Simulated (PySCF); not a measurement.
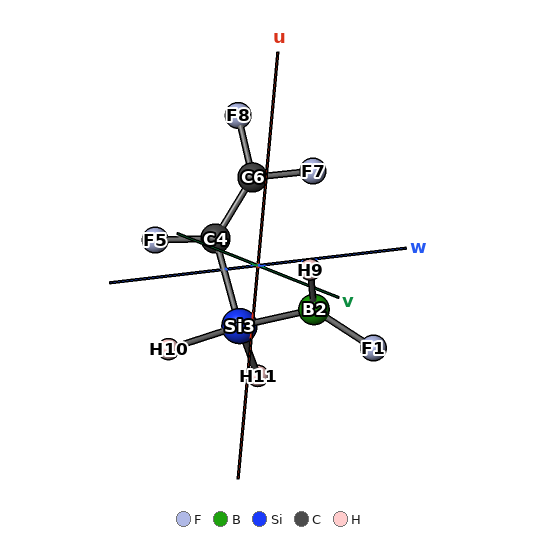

The lines u, v and w are the principal axes of the static dipole polarisability. The geometry was computed by an optimisation with GFN2-xTB. No frequency run is at hand to confirm it as a minimum. Level of theory: PBE0/def2-SVPD (PySCF 2.14.0).

> Along which axis is the molecule most polarisable, and along which least?

Most along u, least along v.

> Give the three principal values.

u 78.2, v 53.6, w 71.1 bohr³; mean 67.6, anisotropy 22.0 bohr³.

The geometry is semi-empirical. Around B, Si such bond lengths and angles can be off by a tenth of an ångström or more and by several degrees, and values that hang on the shape move with them.
